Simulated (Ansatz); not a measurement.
**Molecular dynamics, with input and output: AlNH₂Cl₂**

The run: molecular dynamics of AlNH₂Cl₂. Method and program: RKS PBE-D4/def2-SVP (Ansatz 0.2.0).

One setting was made poor on purpose. It belongs to a series of runs on one base structure; here: an input spoilt on purpose.

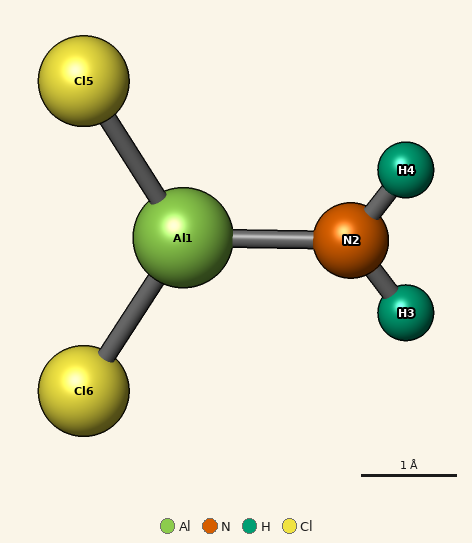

Figure 1. The starting structure (ball-and-stick view, seen at a tilt; atoms are numbered from 1 in the order of the input). Sticks mark near contacts. Bond lengths as drawn: Al–Cl 2.10 Å, Al–N 1.77 Å and H–N 1.02 Å.

**The input**
```yaml
crystal:
  periodic: [false, false, false]
  atoms:
    - { symbol: Al, position_ang: [0.0, 0.0, 0.038173] }
    - { symbol: "N", position_ang: [0.0, 0.0, 1.803473] }
    - { symbol: H, position_ang: [-0.840203, -0.045707, 2.383253] }
    - { symbol: H, position_ang: [0.840203, 0.045707, 2.383253] }
    - { symbol: Cl, position_ang: [1.822934, 0.100595, -1.009077] }
    - { symbol: Cl, position_ang: [-1.822934, -0.100595, -1.009077] }
basis:
  gaussian: { orbitals: def2-SVP }
hamiltonian:
  xc: pbe
  dispersion: d4
md:
  timestep: 0.5
  n_steps: 25
  ensemble: nvt_langevin
  initial_velocities: maxwell_boltzmann
  seed: 184470
```

Launched with:
```bash
ansatz run input.yaml --threads 1 --pin off --max-ram 2048MiB --backend cpu --events-out ev --progress --plain --runs-dir out
```

**What the program printed**
```
Error: invalid value for `md.temperature`: is required — the nvt_* ensembles, npt_langevin and the maxwell_boltzmann velocity draw need a target temperature in K
```

**Outcome**

- outcome: refused by the program
- hardware: 1 thread of AMD EPYC (Zen 3), 24 GiB of memory available, shared host

The program refused the input: “invalid value for `md.temperature`: is required — the nvt_* ensembles, npt_langevin and the maxwell_boltzmann velocity draw need a target temperature in K” A deliberately poor setting: bad input.
